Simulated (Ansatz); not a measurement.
# Run report: C$_{2}$H$_{6}$FInO, geometry relaxation (part 2 of 2)

The same run, continued: C$_{2}$H$_{6}$FInO, SMILES C[CH2][In]([OH])[F]; RKS PBE0-D4/def2-TZVP (Ansatz 0.2.0). The geometry: PBE-D4/def2-SVP start.

Geometry of the input (Å):
```
C  0.7904  1.1469  0.8480
C  -0.4727  0.8554  0.0380
In -0.7465  -1.2474  -0.4850
O  0.2828  -2.6402  -1.5303
F  -2.3835  -2.1558  0.1792
H  1.7170  0.8827  0.2984
H  0.8585  2.2290  1.0940
H  0.8084  0.5962  1.8104
H  -0.4886  1.4043  -0.9255
H  -1.3981  1.1151  0.5895
H  1.0978  -2.2432  -1.8962
```

## Trajectory as extended XYZ, continued
```
11
Properties=species:S:1:pos:R:3:forces:R:3 step=6 energy=-12106.57650
C     0.7868    1.1310    0.8339    0.0004  -0.0003  -0.0019
C    -0.4798    0.8387    0.0408    0.0019  -0.0028   0.0033
In   -0.7473   -1.2252   -0.4801   -0.0063   0.0011   0.0014
O     0.2800   -2.5780   -1.4907    0.0037  -0.0026  -0.0007
F    -2.3554   -2.1465    0.1441    0.0016   0.0022  -0.0020
H     1.6908    0.8612    0.2831   -0.0010   0.0009   0.0012
H     0.8561    2.1984    1.0657    0.0005  -0.0026  -0.0013
H     0.8097    0.5943    1.7850    0.0010   0.0014  -0.0021
H    -0.4965    1.3981   -0.8973   -0.0019   0.0025   0.0016
H    -1.3770    1.1113    0.5990    0.0008  -0.0016  -0.0019
H     1.0979   -2.2403   -1.8628   -0.0009   0.0018   0.0023
11
Properties=species:S:1:pos:R:3:forces:R:3 step=8 energy=-12106.57689
C     0.7992    1.1265    0.8121    0.0017  -0.0212  -0.0088
C    -0.4949    0.8355    0.0614    0.0151   0.0440   0.0204
In   -0.7682   -1.2227   -0.4798   -0.0232  -0.0140   0.0049
O     0.3033   -2.5674   -1.4560    0.0288   0.0048  -0.0139
F    -2.4091   -2.1445    0.0562    0.0366   0.0247  -0.0118
H     1.6842    0.8576    0.2292   -0.0249   0.0086   0.0197
H     0.8780    2.1935    1.0453   -0.0099  -0.0205  -0.0090
H     0.8541    0.5861    1.7606    0.0034   0.0117  -0.0250
H    -0.5461    1.4057   -0.8700   -0.0056  -0.0167   0.0198
H    -1.3728    1.1023    0.6536    0.0172  -0.0171  -0.0195
H     1.1376   -2.2297   -1.7919   -0.0392  -0.0043   0.0234
11
Properties=species:S:1:pos:R:3:forces:R:3 step=10 energy=-12106.57739
C     0.8138    1.1246    0.7838   -0.0030  -0.0280  -0.0147
C    -0.5107    0.8328    0.0873    0.0056   0.0366   0.0226
In   -0.7779   -1.2166   -0.4874   -0.0967  -0.0606  -0.0031
O     0.3247   -2.5720   -1.4148    0.1103   0.0603  -0.0253
F    -2.4709   -2.1087   -0.0598    0.1012   0.0519  -0.0247
H     1.6754    0.8825    0.1538   -0.0571   0.0170   0.0379
H     0.8867    2.1867    1.0377    0.0071  -0.0064   0.0000
H     0.9215    0.5630    1.7166   -0.0072   0.0290  -0.0562
H    -0.6159    1.4219   -0.8293    0.0079  -0.0368   0.0598
H    -1.3666    1.0704    0.7247    0.0575  -0.0166  -0.0414
H     1.1854   -2.2415   -1.6920   -0.1255  -0.0463   0.0450
11
Properties=species:S:1:pos:R:3:forces:R:3 step=12 energy=-12106.57850
C     0.8176    1.1297    0.7781    0.0036  -0.0359  -0.0095
C    -0.5098    0.8281    0.0945   -0.0031   0.0393   0.0153
In   -0.7832   -1.2160   -0.4957   -0.0088  -0.0098   0.0016
O     0.3195   -2.5752   -1.4154    0.0891   0.0291  -0.0160
F    -2.4818   -2.0980   -0.0915    0.0201   0.0156  -0.0097
H     1.6735    0.9028    0.1366   -0.0257   0.0077   0.0200
H     0.8827    2.1904    1.0404   -0.0033  -0.0083  -0.0031
H     0.9418    0.5614    1.7036    0.0010   0.0164  -0.0265
H    -0.6300    1.4247   -0.8142   -0.0039  -0.0235   0.0236
H    -1.3596    1.0539    0.7423    0.0215  -0.0016  -0.0174
H     1.1948   -2.2587   -1.6582   -0.0904  -0.0290   0.0216
11
Properties=species:S:1:pos:R:3:forces:R:3 step=14 energy=-12106.57997
C     0.8353    1.1301    0.7374    0.0294  -0.0115   0.0121
C    -0.5291    0.8197    0.1374   -0.0128   0.0211  -0.0043
In   -0.7957   -1.2103   -0.5016   -0.0707  -0.0534  -0.0263
O     0.3540   -2.5888   -1.3342    0.0639   0.0512  -0.0087
F    -2.5580   -2.0390   -0.2808    0.0904   0.0337  -0.0076
H     1.6505    0.9480    0.0303   -0.0566   0.0079   0.0412
H     0.8919    2.1832    1.0314    0.0145  -0.0133   0.0012
H     1.0393    0.5347    1.6329   -0.0188   0.0384  -0.0660
H    -0.7260    1.4366   -0.7453    0.0124  -0.0336   0.0535
H    -1.3400    1.0090    0.8454    0.0421  -0.0122  -0.0308
H     1.2433   -2.2802   -1.5323   -0.0937  -0.0282   0.0358
11
Properties=species:S:1:pos:R:3:forces:R:3 step=15 energy=-12106.58069
C     0.8352    1.1306    0.7364    0.0197  -0.0055   0.0076
C    -0.5289    0.8198    0.1373   -0.0065   0.0110  -0.0009
In   -0.7967   -1.2088   -0.5052   -0.0383  -0.0272  -0.0182
O     0.3504   -2.5869   -1.3402    0.0482   0.0321  -0.0026
F    -2.5550   -2.0395   -0.2815    0.0461   0.0176  -0.0051
H     1.6489    0.9508    0.0282   -0.0322   0.0045   0.0227
H     0.8920    2.1827    1.0331    0.0098  -0.0084   0.0011
H     1.0404    0.5332    1.6290   -0.0105   0.0232  -0.0379
H    -0.7273    1.4388   -0.7425    0.0053  -0.0204   0.0288
H    -1.3383    1.0067    0.8466    0.0216  -0.0079  -0.0157
H     1.2448   -2.2844   -1.5207   -0.0632  -0.0191   0.0203
11
Properties=species:S:1:pos:R:3:forces:R:3 step=17 energy=-12106.58180
C     0.8433    1.1328    0.7154    0.0216  -0.0133   0.0040
C    -0.5363    0.8155    0.1570   -0.0138   0.0095  -0.0004
In   -0.8059   -1.2033   -0.5160   -0.0437  -0.0164  -0.0048
O     0.3579   -2.5892   -1.3122    0.0862   0.0267  -0.0083
F    -2.5820   -2.0141   -0.3732    0.0497   0.0225  -0.0060
H     1.6338    0.9784   -0.0243   -0.0301   0.0053   0.0239
H     0.8977    2.1791    1.0326    0.0060  -0.0109  -0.0026
H     1.0871    0.5192    1.5871   -0.0112   0.0236  -0.0340
H    -0.7733    1.4480   -0.7034    0.0053  -0.0193   0.0277
H    -1.3237    0.9785    0.8964    0.0214  -0.0026  -0.0159
H     1.2670   -2.3017   -1.4389   -0.0914  -0.0251   0.0164
11
Properties=species:S:1:pos:R:3:forces:R:3 step=19 energy=-12106.58290
C     0.8520    1.1353    0.6885    0.0146  -0.0177  -0.0026
C    -0.5459    0.8093    0.1831   -0.0115   0.0043   0.0154
In   -0.8149   -1.1985   -0.5233   -0.0246   0.0101  -0.0212
O     0.3669   -2.5917   -1.2792    0.1637   0.0417   0.0008
F    -2.6084   -1.9786   -0.4934    0.0231   0.0098   0.0002
H     1.6110    1.0090   -0.0886   -0.0266   0.0064   0.0259
H     0.9063    2.1747    1.0275    0.0042  -0.0067  -0.0039
H     1.1421    0.5056    1.5339   -0.0104   0.0216  -0.0290
H    -0.8308    1.4571   -0.6510    0.0056  -0.0278   0.0256
H    -1.3029    0.9433    0.9596    0.0254   0.0025  -0.0209
H     1.2900   -2.3227   -1.3364   -0.1635  -0.0441   0.0098
11
Properties=species:S:1:pos:R:3:forces:R:3 step=21 energy=-12106.58431
C     0.8580    1.1364    0.6680   -0.0045  -0.0123  -0.0051
C    -0.5520    0.8028    0.2037   -0.0003   0.0053   0.0043
In   -0.8233   -1.1927   -0.5336   -0.0078  -0.0154  -0.0066
O     0.3785   -2.5988   -1.2343   -0.0155   0.0135   0.0035
F    -2.6253   -1.9503   -0.5882    0.0191   0.0083  -0.0005
H     1.5919    1.0300   -0.1345   -0.0066   0.0021   0.0065
H     0.9135    2.1707    1.0210    0.0003   0.0030  -0.0007
H     1.1813    0.4974    1.4932   -0.0017   0.0047  -0.0090
H    -0.8724    1.4602   -0.6088    0.0015  -0.0059   0.0122
H    -1.2837    0.9161    1.0066    0.0090  -0.0001  -0.0092
H     1.2989   -2.3289   -1.2725    0.0065  -0.0032   0.0046
11
Properties=species:S:1:pos:R:3:forces:R:3 step=22 energy=-12106.58304 accepted=F
C     0.8680    1.1389    0.6313    0.0167  -0.0487  -0.0176
C    -0.5633    0.7932    0.2387   -0.0476   0.0689   0.0198
In   -0.8346   -1.1845   -0.5457   -0.1399  -0.1069  -0.0484
O     0.3925   -2.6038   -1.1804    0.0631   0.0661   0.0204
F    -2.6533   -1.8999   -0.7500    0.1987   0.0751   0.0235
H     1.5579    1.0708   -0.2175   -0.0799   0.0069   0.0899
H     0.9241    2.1638    1.0123    0.0112  -0.0158  -0.0069
H     1.2511    0.4807    1.4190   -0.0452   0.0615  -0.0863
H    -0.9467    1.4699   -0.5346    0.0536  -0.0788   0.0966
H    -1.2512    0.8673    1.0885    0.0873  -0.0035  -0.0948
H     1.3209   -2.3534   -1.1408   -0.1179  -0.0247   0.0038
11
Properties=species:S:1:pos:R:3:forces:R:3 step=24 energy=-12106.58520
C     0.8655    1.1401    0.6370    0.0009  -0.0184  -0.0071
C    -0.5607    0.7939    0.2333   -0.0123   0.0281   0.0081
In   -0.8312   -1.1851   -0.5465   -0.0454  -0.0431  -0.0168
O     0.3872   -2.6042   -1.1923    0.0194   0.0286   0.0097
F    -2.6435   -1.9046   -0.7243    0.0684   0.0265   0.0054
H     1.5612    1.0686   -0.2038   -0.0294   0.0034   0.0315
H     0.9205    2.1658    1.0151    0.0049  -0.0062  -0.0021
H     1.2401    0.4847    1.4281   -0.0148   0.0228  -0.0321
H    -0.9347    1.4674   -0.5438    0.0183  -0.0281   0.0357
H    -1.2539    0.8724    1.0751    0.0316  -0.0030  -0.0340
H     1.3148   -2.3559   -1.1573   -0.0416  -0.0107   0.0016
11
Properties=species:S:1:pos:R:3:forces:R:3 step=26 energy=-12106.58602
C     0.8693    1.1499    0.6162    0.0022  -0.0160  -0.0043
C    -0.5625    0.7845    0.2548   -0.0055   0.0106   0.0124
In   -0.8322   -1.1831   -0.5528   -0.0121  -0.0021  -0.0213
O     0.3853   -2.6183   -1.1589    0.0271   0.0019   0.0020
F    -2.6456   -1.8613   -0.8285    0.0224   0.0076   0.0077
H     1.5351    1.1118   -0.2497   -0.0126   0.0008   0.0140
H     0.9190    2.1673    1.0167    0.0000  -0.0051  -0.0017
H     1.2842    0.4837    1.3768   -0.0062   0.0127  -0.0137
H    -0.9761    1.4650   -0.4939    0.0040  -0.0104   0.0103
H    -1.2263    0.8333    1.1212    0.0102   0.0070  -0.0080
H     1.3151   -2.3899   -1.0814   -0.0294  -0.0070   0.0024
11
Properties=species:S:1:pos:R:3:forces:R:3 step=28 energy=-12106.58626
C     0.8703    1.1556    0.6002    0.0007  -0.0018  -0.0009
C    -0.5667    0.7804    0.2705    0.0060   0.0052   0.0067
In   -0.8275   -1.1780   -0.5632   -0.0293  -0.0027  -0.0131
O     0.3852   -2.6294   -1.1394    0.0659   0.0189   0.0131
F    -2.6414   -1.8285   -0.8987    0.0222   0.0065   0.0046
H     1.5127    1.1417   -0.2839   -0.0128   0.0014   0.0148
H     0.9188    2.1658    1.0185    0.0056  -0.0038  -0.0009
H     1.3135    0.4803    1.3364   -0.0087   0.0126  -0.0121
H    -1.0084    1.4689   -0.4546    0.0079  -0.0199   0.0092
H    -1.2073    0.8071    1.1554    0.0119  -0.0029  -0.0139
H     1.3162   -2.4209   -1.0208   -0.0695  -0.0135  -0.0075
11
Properties=species:S:1:pos:R:3:forces:R:3 step=30 energy=-12106.58646
C     0.8719    1.1586    0.5952   -0.0097  -0.0066  -0.0038
C    -0.5654    0.7763    0.2758    0.0070   0.0037   0.0011
In   -0.8305   -1.1767   -0.5683   -0.0045  -0.0044  -0.0005
O     0.3843   -2.6315   -1.1316    0.0260   0.0049   0.0048
F    -2.6424   -1.8187   -0.9245    0.0101   0.0039   0.0005
H     1.5062    1.1538   -0.2942   -0.0030   0.0005   0.0028
H     0.9182    2.1666    1.0190    0.0016  -0.0018  -0.0002
H     1.3253    0.4820    1.3233   -0.0022   0.0033  -0.0025
H    -1.0174    1.4652   -0.4417    0.0010  -0.0001   0.0025
H    -1.1982    0.7948    1.1660    0.0024   0.0009  -0.0006
H     1.3135   -2.4275   -0.9984   -0.0286  -0.0044  -0.0042
11
Properties=species:S:1:pos:R:3:forces:R:3 step=31 energy=-12106.58649
C     0.8715    1.1587    0.5939    0.0010  -0.0004  -0.0002
C    -0.5658    0.7762    0.2771   -0.0001  -0.0004   0.0002
In   -0.8299   -1.1764   -0.5681    0.0003  -0.0009  -0.0003
O     0.3844   -2.6326   -1.1284   -0.0015   0.0001   0.0004
F    -2.6410   -1.8160   -0.9303    0.0003   0.0001  -0.0007
H     1.5040    1.1550   -0.2967   -0.0001   0.0002  -0.0001
H     0.9188    2.1663    1.0186   -0.0004  -0.0001  -0.0002
H     1.3266    0.4818    1.3205    0.0002   0.0001  -0.0004
H    -1.0198    1.4654   -0.4388   -0.0004   0.0005   0.0005
H    -1.1966    0.7933    1.1686   -0.0001   0.0002   0.0003
H     1.3131   -2.4286   -0.9959    0.0008   0.0005   0.0005
11
Properties=species:S:1:pos:R:3:forces:R:3 step=33 energy=-12106.58655
C     0.8725    1.1631    0.5817    0.0156  -0.0003   0.0017
C    -0.5672    0.7713    0.2894   -0.0150   0.0028   0.0014
In   -0.8299   -1.1741   -0.5730   -0.0092  -0.0029  -0.0049
O     0.3839   -2.6397   -1.1097    0.0043   0.0022   0.0016
F    -2.6377   -1.7919   -0.9882    0.0108   0.0029   0.0028
H     1.4870    1.1766   -0.3218   -0.0069  -0.0008   0.0094
H     0.9195    2.1657    1.0182   -0.0007  -0.0024  -0.0016
H     1.3488    0.4814    1.2905   -0.0052   0.0061  -0.0083
H    -1.0427    1.4645   -0.4088    0.0057  -0.0079   0.0075
H    -1.1798    0.7721    1.1943    0.0074   0.0009  -0.0092
H     1.3110   -2.4459   -0.9521   -0.0067  -0.0006  -0.0002
11
Properties=species:S:1:pos:R:3:forces:R:3 step=35 energy=-12106.58657
C     0.8729    1.1640    0.5792    0.0017   0.0008   0.0006
C    -0.5675    0.7701    0.2919   -0.0014  -0.0001  -0.0003
In   -0.8303   -1.1732   -0.5748   -0.0014  -0.0003   0.0002
O     0.3836   -2.6406   -1.1060    0.0005   0.0000   0.0000
F    -2.6365   -1.7877   -0.9998    0.0011   0.0004   0.0001
H     1.4832    1.1812   -0.3267   -0.0004  -0.0001  -0.0001
H     0.9197    2.1653    1.0183   -0.0003  -0.0001  -0.0001
H     1.3534    0.4811    1.2836   -0.0004  -0.0001  -0.0002
H    -1.0470    1.4641   -0.4023    0.0005   0.0001  -0.0001
H    -1.1759    0.7676    1.1992    0.0004  -0.0004   0.0000
H     1.3098   -2.4489   -0.9419   -0.0004  -0.0001  -0.0001
```

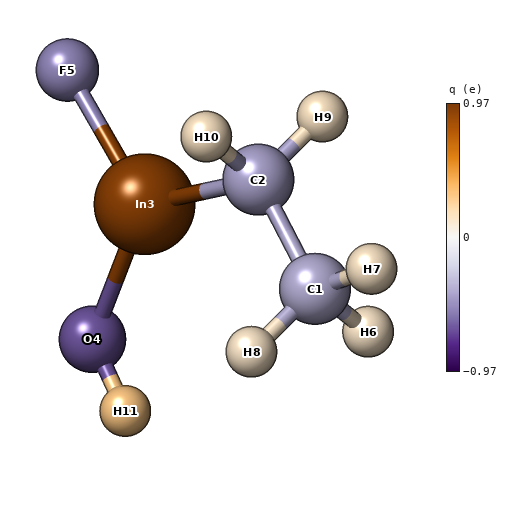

*Mulliken charges, as the colour of each atom (ball-and-stick view, seen at a tilt; atoms are numbered from 1 in the order of the input; Mulliken charges depend strongly on the basis).*

By element: C −0.41 to −0.37, In +0.92, O −0.65, F −0.50 and H +0.13 to +0.30 e.
